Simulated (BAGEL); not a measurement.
# triplet BSiNH4S at 3 levels

We compute a comparison of 3 runs (UHF/3-21G, ROHF/6-31G*, ROHF/cc-pVDZ) of triplet BSiNH4S. 

Program for the calculation: BAGEL 1.2.2.

1 further run of the same task is left out (it didn't finish). Runs told in other sessions of the task aren't counted.

## 1. Starting point

BSiNH4S: 8 atoms, total charge 0, spin state triplet. SMILES of the parent species: `S[SiH]1BN1`. Geometry: relaxed at PBE0-D4/def2-TZVP. This is one conformer, not always the lowest. That shape belongs to the parent species and isn't relaxed for this state.

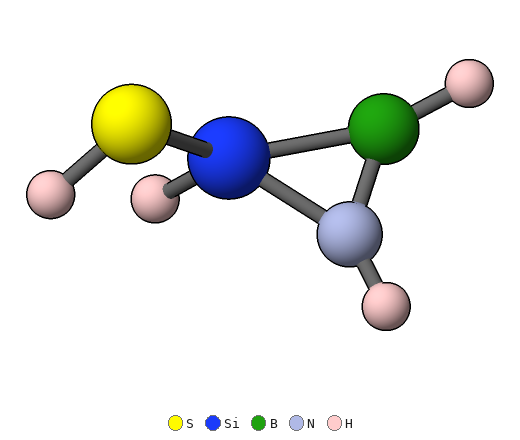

The structure, seen from a chosen angle (sulfur yellow, silicon blue, boron green, nitrogen light blue, hydrogen pink).

## 2. A single-point energy at UHF/3-21G (density fitting with qzvpp-jkfit) (run 1)

Input file input.json:

```json
{ "bagel": [

{
  "title": "molecule",
  "basis": "3-21g",
  "df_basis": "qzvpp-jkfit",
  "angstrom": true,
  "geometry": [
    { "atom": "S", "xyz": [   -2.198700,   -0.554700,   -0.360400 ] },
    { "atom": "Si", "xyz": [   -0.326600,   -0.039100,    0.515400 ] },
    { "atom": "B", "xyz": [    1.350500,   -0.825500,    0.014200 ] },
    { "atom": "N", "xyz": [    0.999600,    0.392100,   -0.541100 ] },
    { "atom": "H", "xyz": [   -2.816800,    0.582000,    0.001900 ] },
    { "atom": "H", "xyz": [   -0.578800,    0.932200,    1.605800 ] },
    { "atom": "H", "xyz": [    2.264800,   -1.577600,   -0.080200 ] },
    { "atom": "H", "xyz": [    1.398200,    1.033600,   -1.211500 ] }
  ]
},
{ "title": "uhf", "nopen": 2 },
{ "title": "print", "file": "orbitals.molden", "orbitals": true }

]}
```

Run with:

```sh
$ BAGEL_NUM_THREADS=1 BAGEL input.json > input.out
```

Standard output:

```text
* using 1 threads per process

  ===============================================================
  ===============================================================

  *** Geometry ***

  { "atom" : "S", "xyz" : [     -4.154941,     -1.048231,     -0.681057 ] },
  { "atom" : "Si", "xyz" : [     -0.617185,     -0.073888,      0.973965 ] },
  { "atom" : "B", "xyz" : [      2.552075,     -1.559969,      0.026834 ] },
  { "atom" : "N", "xyz" : [      1.888970,      0.740962,     -1.022531 ] },
  { "atom" : "H", "xyz" : [     -5.322981,      1.099821,      0.003590 ] },
  { "atom" : "H", "xyz" : [     -1.093773,      1.761603,      3.034522 ] },
  { "atom" : "H", "xyz" : [      4.279852,     -2.981232,     -0.151556 ] },
  { "atom" : "H", "xyz" : [      2.642215,      1.953221,     -2.289403 ] },

  Number of auxiliary basis functions:      480

  Since a DF basis is specified, we compute 2- and 3-index integrals:
    o Being stored without compression. Storage requirement is 0.010 GB

  Number of basis functions:       52
  Number of electrons      :       46

    * METHOD: MOLECULE                             0.19

  *** Open-shell HF ***

  === Nuclear Repulsion ===
   186.9826419113

      * DIIS with orbital gradients will be used.

  === UHF iteration (3-21g) ===
      0       -763.64552623          0.04583637           0.09
      1       -763.75356376          0.02603193           0.09
      2       -763.77904885          0.01639208           0.09
      3       -763.79203347          0.00148604           0.09
      4       -763.79299284          0.00059986           0.09
      5       -763.79325249          0.00031453           0.09
      6       -763.79339218          0.00013046           0.09
      7       -763.79342222          0.00007253           0.09
      8       -763.79343138          0.00004443           0.09
      9       -763.79343519          0.00002893           0.09
[... 22 lines of this table left out ...]
     32       -763.79344612          0.00000002           0.09
     33       -763.79344612          0.00000001           0.09
     34       -763.79344612          0.00000001           0.09
     35       -763.79344612          0.00000001           0.09
    * SCF iteration converged.

    * S^2 (UHF) is 2.0163

    * Permanent dipole moment:
           (    0.474300,    -1.024264,    -0.527152) a.u.

    * METHOD: UHF                                  3.29

    * METHOD: PRINT                                0.01

  ===============================================================
```

Wall time 3.9 s (1 thread of Arm Neoverse V1, shared host); peak memory 0.083 GiB.

## 3. The energy at ROHF/6-31G(d) (density fitting with qzvpp-jkfit, spherical functions) (run 2)

Input file calc.json:

```json
{ "bagel" : [

{
  "title" : "molecule",
  "basis" : "6-31gs.json",
  "df_basis" : "qzvpp-jkfit",
  "angstrom" : "true",
  "geometry" : [
    { "atom" : "S", "xyz" : [      -2.198700,      -0.554700,      -0.360400 ] },
    { "atom" : "Si", "xyz" : [      -0.326600,      -0.039100,       0.515400 ] },
    { "atom" : "B", "xyz" : [       1.350500,      -0.825500,       0.014200 ] },
    { "atom" : "N", "xyz" : [       0.999600,       0.392100,      -0.541100 ] },
    { "atom" : "H", "xyz" : [      -2.816800,       0.582000,       0.001900 ] },
    { "atom" : "H", "xyz" : [      -0.578800,       0.932200,       1.605800 ] },
    { "atom" : "H", "xyz" : [       2.264800,      -1.577600,      -0.080200 ] },
    { "atom" : "H", "xyz" : [       1.398200,       1.033600,      -1.211500 ] }
  ]
},

{ "title" : "rohf", "nopen" : 2 },

{ "title" : "print", "file" : "orbitals.molden", "orbitals" : "true" }

]}
```

The basis set 6-31G* is read from a file made from the Basis Set Exchange's data (not shown).

Run with:

```sh
$ BAGEL_NUM_THREADS=1 BAGEL calc.json > calc.out
```

Standard output:

```text
* using 1 threads per process

  ===============================================================
  ===============================================================

  *** Geometry ***

  { "atom" : "S", "xyz" : [     -4.154941,     -1.048231,     -0.681057 ] },
  { "atom" : "Si", "xyz" : [     -0.617185,     -0.073888,      0.973965 ] },
  { "atom" : "B", "xyz" : [      2.552075,     -1.559969,      0.026834 ] },
  { "atom" : "N", "xyz" : [      1.888970,      0.740962,     -1.022531 ] },
  { "atom" : "H", "xyz" : [     -5.322981,      1.099821,      0.003590 ] },
  { "atom" : "H", "xyz" : [     -1.093773,      1.761603,      3.034522 ] },
  { "atom" : "H", "xyz" : [      4.279852,     -2.981232,     -0.151556 ] },
  { "atom" : "H", "xyz" : [      2.642215,      1.953221,     -2.289403 ] },

  Number of auxiliary basis functions:      480

  Since a DF basis is specified, we compute 2- and 3-index integrals:
    o Being stored without compression. Storage requirement is 0.020 GB

  Number of basis functions:       72
  Number of electrons      :       46

    * METHOD: MOLECULE                             0.25

  *** Open-shell HF ***

  === Nuclear Repulsion ===
   186.9826419113

      * DIIS with orbital gradients will be used.

  === ROHF iteration (6-31gs.json) ===
      0       -767.49891046          0.04450060           0.13
      1       -767.65053319          0.02936496           0.13
      2       -767.70113067          0.01867895           0.13
      3       -767.73510042          0.00198840           0.13
      4       -767.73614956          0.00078112           0.13
      5       -767.73645733          0.00030486           0.13
      6       -767.73656084          0.00013703           0.13
      7       -767.73660927          0.00008971           0.13
      8       -767.73663571          0.00006273           0.13
      9       -767.73665251          0.00005103           0.13
[... 14 lines of this table left out ...]
     24       -767.73668584          0.00000003           0.14
     25       -767.73668584          0.00000002           0.13
     26       -767.73668584          0.00000001           0.13
     27       -767.73668584          0.00000001           0.13
    * SCF iteration converged.

    * S^2 (ROHF) is 2.0000

    * Permanent dipole moment:
           (    0.501602,    -0.828331,    -0.317268) a.u.

    * METHOD: ROHF                                 3.92

    * METHOD: PRINT                                0.01

  ===============================================================
```

Wall time 4.5 s (1 thread of Arm Neoverse V1, shared host); peak memory 0.1 GiB.

## 4. The energy at ROHF/cc-pVDZ (density fitting with qzvpp-jkfit) (run 3)

Input file calc.json:

```json
{ "bagel" : [

{
  "title" : "molecule",
  "basis" : "cc-pvdz.json",
  "df_basis" : "qzvpp-jkfit",
  "angstrom" : true,
  "geometry" : [
    { "atom" : "S", "xyz" : [   -2.198700,   -0.554700,   -0.360400 ] },
    { "atom" : "Si", "xyz" : [   -0.326600,   -0.039100,    0.515400 ] },
    { "atom" : "B", "xyz" : [    1.350500,   -0.825500,    0.014200 ] },
    { "atom" : "N", "xyz" : [    0.999600,    0.392100,   -0.541100 ] },
    { "atom" : "H", "xyz" : [   -2.816800,    0.582000,    0.001900 ] },
    { "atom" : "H", "xyz" : [   -0.578800,    0.932200,    1.605800 ] },
    { "atom" : "H", "xyz" : [    2.264800,   -1.577600,   -0.080200 ] },
    { "atom" : "H", "xyz" : [    1.398200,    1.033600,   -1.211500 ] }
  ]
},
{ "title" : "rohf", "nopen" : 2 },
{ "title" : "print", "file" : "orbitals.molden", "orbitals" : true }

]}
```

The basis set cc-pVDZ is read from a file made from the Basis Set Exchange's data (not shown).

Run with:

```sh
$ BAGEL_NUM_THREADS=1 BAGEL calc.json > calc.out
```

Standard output:

```text
* using 1 threads per process

  ===============================================================
  ===============================================================

  *** Geometry ***

  { "atom" : "S", "xyz" : [     -4.154941,     -1.048231,     -0.681057 ] },
  { "atom" : "Si", "xyz" : [     -0.617185,     -0.073888,      0.973965 ] },
  { "atom" : "B", "xyz" : [      2.552075,     -1.559969,      0.026834 ] },
  { "atom" : "N", "xyz" : [      1.888970,      0.740962,     -1.022531 ] },
  { "atom" : "H", "xyz" : [     -5.322981,      1.099821,      0.003590 ] },
  { "atom" : "H", "xyz" : [     -1.093773,      1.761603,      3.034522 ] },
  { "atom" : "H", "xyz" : [      4.279852,     -2.981232,     -0.151556 ] },
  { "atom" : "H", "xyz" : [      2.642215,      1.953221,     -2.289403 ] },

  Number of auxiliary basis functions:      480

  Since a DF basis is specified, we compute 2- and 3-index integrals:
    o Being stored without compression. Storage requirement is 0.027 GB

  Number of basis functions:       84
  Number of electrons      :       46

    * METHOD: MOLECULE                             0.25

  *** Open-shell HF ***

  === Nuclear Repulsion ===
   186.9826419113

      * DIIS with orbital gradients will be used.

  === ROHF iteration (cc-pvdz.json) ===
      0       -767.42956647          0.04177015           0.16
      1       -767.57753203          0.03528563           0.16
      2       -767.68373545          0.02289654           0.16
      3       -767.77844145          0.00309060           0.16
      4       -767.78547391          0.00161593           0.16
      5       -767.78769019          0.00079872           0.16
      6       -767.78838688          0.00033745           0.16
      7       -767.78858239          0.00018357           0.16
      8       -767.78863448          0.00010684           0.16
      9       -767.78866028          0.00006752           0.16
[... 22 lines of this table left out ...]
     32       -767.78869665          0.00000002           0.16
     33       -767.78869665          0.00000002           0.16
     34       -767.78869665          0.00000001           0.16
     35       -767.78869665          0.00000001           0.16
    * SCF iteration converged.

    * S^2 (ROHF) is 2.0000

    * Permanent dipole moment:
           (    0.605166,    -0.867964,    -0.242484) a.u.

    * METHOD: ROHF                                 5.87

    * METHOD: PRINT                                0.02

  ===============================================================
```

It took 6.3 s on 1 thread of Arm Neoverse V1, shared host; peak memory 0.12 GiB.

## 5. All runs side by side

| run | level | energy (Eh) | dipole moment (D) | ⟨S²⟩ | wall time |
| --- | --- | --- | --- | --- | --- |
| 1 | UHF/3-21G (density fitting with qzvpp-jkfit) | -763.793446 | 3.17 | 2.016 | 3.9 s |
| 2 | ROHF/6-31G* (density fitting with qzvpp-jkfit, spherical functions) | -767.736686 | 2.59 | 2.000 | 4.5 s |
| 3 | ROHF/cc-pVDZ (density fitting with qzvpp-jkfit) | -767.788697 | 2.76 | 2.000 | 6.3 s |

## 6. Outcome

```
            quantity          value
 run 3: total energy  -767.78870 Eh
run 3: dipole moment         2.76 D
         run 3: ⟨S²⟩          2.000
```

The dipole moment (its size) runs from 2.59 D (ROHF/6-31G*) to 3.17 D (UHF/3-21G). The two ends differ in method and basis. All runs together took 15 s, the longest 6.3 s.
